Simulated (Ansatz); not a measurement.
# Fields on a plane of TiC (rock salt)

```
CELL_PARAMETERS angstrom
      0.00000     2.16390     2.16390
      2.16390     0.00000     2.16390
      2.16390     2.16390     0.00000
ATOMIC_POSITIONS crystal
  C  0.00000 0.00000 0.00000
  Ti 0.50000 0.50000 0.50000
```

The slice is a {110} plane (indices of the conventional cell) through the point (0.000, 0.000, 0.000) (fractional), spanned by u = [100] and v = [1 -1 -1] in vectors of this cell: u (3.06 Å) and v (4.33 Å, at 90° to u). It covers one period; positions are fractions (u, v).

Atoms on it: C at (0.00, 0.00); Ti at (0.00, 0.50).

Computed with r2SCAN (plane waves to 500 eV, PAW, scalar-relativistic; Ansatz, a quantum-chemistry and plane-wave program). k mesh 18×18×18. These are valence fields of a PAW run, semicore shells included where kept as valence: close to a nucleus they are smooth pseudo fields. TiC is run without spin polarisation. TiC was relaxed with its symmetry unable to fall.

```
v \ u  0.00  0.18  0.35  0.53  0.71  0.88
-----  ----  ----  ----  ----  ----  ----
0.92    0.2   0.0  -0.5  -0.7  -0.3   0.1
0.83    0.0  -0.3  -0.7  -0.8  -0.5  -0.1
0.75   -0.3  -0.5  -0.8  -0.9  -0.7  -0.4
0.67    0.3  -0.3  -0.8  -0.8  -0.7   0.0
0.58    0.9   0.4  -0.7  -0.7  -0.5   0.7
0.50    1.0   0.7  -0.6  -0.7  -0.3   0.9
0.42    0.9   0.4  -0.7  -0.7  -0.5   0.7
0.33    0.3  -0.3  -0.8  -0.8  -0.7   0.0
0.25   -0.3  -0.5  -0.8  -0.9  -0.7  -0.4
0.17    0.0  -0.3  -0.7  -0.8  -0.5  -0.1
0.08    0.2   0.0  -0.5  -0.7  -0.3   0.1
0.00    0.2   0.1  -0.4  -0.7  -0.3   0.2
```

Values: log₁₀ of the valence density in e/Å³. The scale is logarithmic, as a density can span decades between atoms and voids.

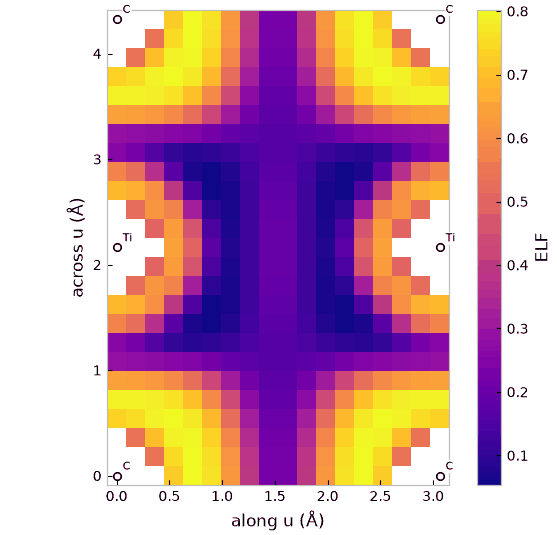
*Electron localisation function (ELF), one period of the plane, atoms marked. Points within 0.4 Å of a nucleus are left white, as the pseudised field means little there.*

| Item | Value |
|---|---|
| Density on the C–Ti line (2.16 Å) at its midpoint | 0.52 e/Å³ |
| ELF at that point | 0.28 |
